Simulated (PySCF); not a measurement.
## Electronic structure of C4H11NSi (SMILES CN(C)[SiH]1CC1) in real space

```csv
atom,x (Å),y (Å),z (Å)
C,-1.2120,-1.1273,-0.0208
N,-0.5190,0.1258,0.1408
C,-1.3387,1.2927,-0.0653
Si,1.0581,0.2207,0.8340
C,2.4065,1.0276,-0.1463
C,2.4767,-0.5188,-0.0987
H,-2.0383,-1.2560,0.7074
H,-0.5188,-1.9727,0.1041
H,-1.6537,-1.2096,-1.0326
H,-1.7925,1.2860,-1.0751
H,-0.7360,2.2097,0.0169
H,-2.1696,1.3665,0.6653
H,1.1607,0.2700,2.3188
H,3.2107,1.5673,0.3662
H,2.1590,1.4696,-1.1181
H,2.2772,-1.0411,-1.0413
H,3.3233,-0.9499,0.4472
```

Geometry: PBE0-D3(BJ)/def2-SVP.

Theory: PySCF, PBE0/pcSseg-1, SCF density, gas phase, non-relativistic.

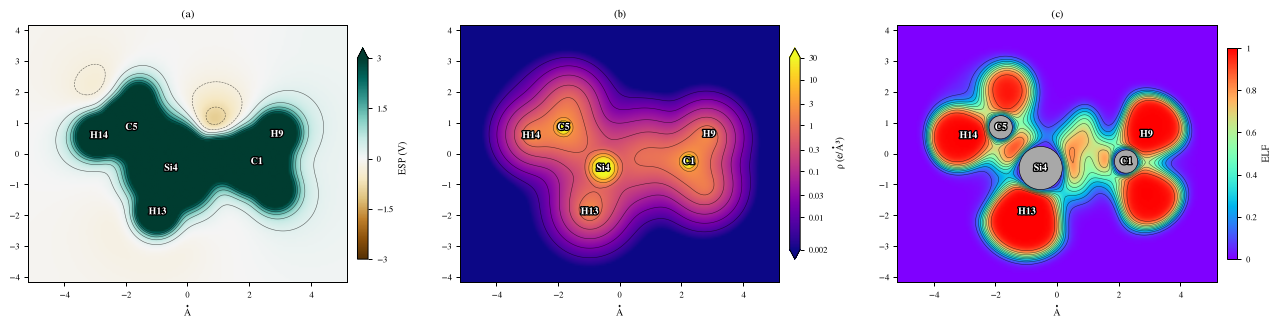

Figure 1. (a) molecular electrostatic potential; (b) electron density; (c) ELF on the plane of atoms C5, Si4 and H13. Grey discs cover the atomic cores in the ELF map.

**What do the fields say about this system?**

Atoms in the plane: C, Si and H.
C–Si (1.85 Å): ρ at the midpoint is about 0.88 e/Å³; the ELF peaks at about 0.85 between the atoms, as expected for localised, covalent bonding.
C–H (1.10 Å): the density is about 1.9 e/Å³ at the midpoint; the ELF climbs to about 1 towards the hydrogen, as it does in any bond to H (an ordinary covalent bond to hydrogen).
Si–H (1.49 Å): the density is about 0.77 e/Å³ at the midpoint; the ELF climbs to about 1 towards the hydrogen.
Outside the dense part of the molecule the potential is most negative (−1.0 V) near N2, which lies off the plane.

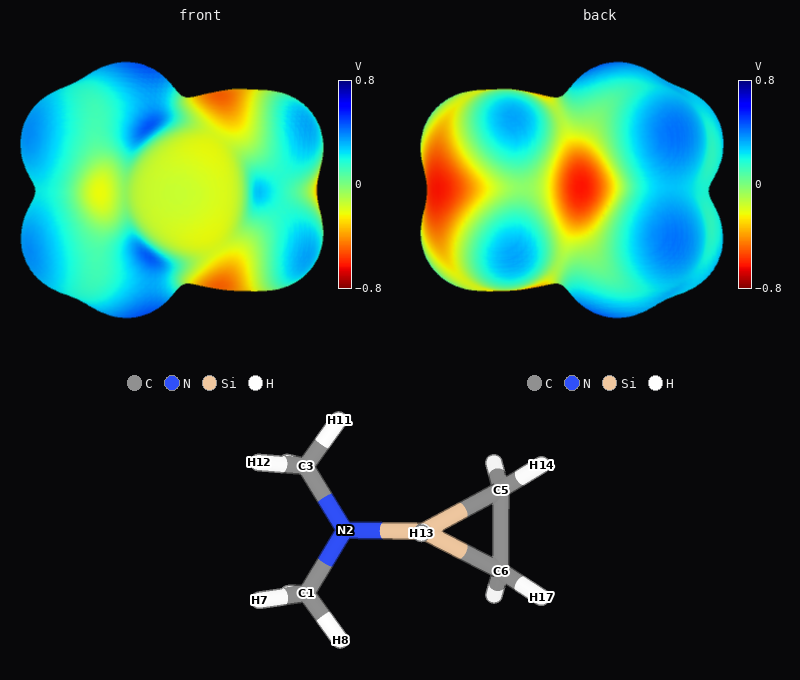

Figure 2. The molecular electrostatic potential painted on the density surface at 0.001 e/bohr³, seen from the front and from behind; the colour scale runs from red (negative) to blue (positive). The bare structure is drawn below in the same view.

**Which sites attract a positive test charge, and which a negative one?**

A positive charge is drawn to the negative regions and a negative charge to the positive ones. The most negative region (about −0.6 V) lies over N2, C5 and C6, the most positive (about +0.5 V) over the H and Si atoms.

**How polar is the molecule by this calculation?**

Its dipole moment is 1.08 D.
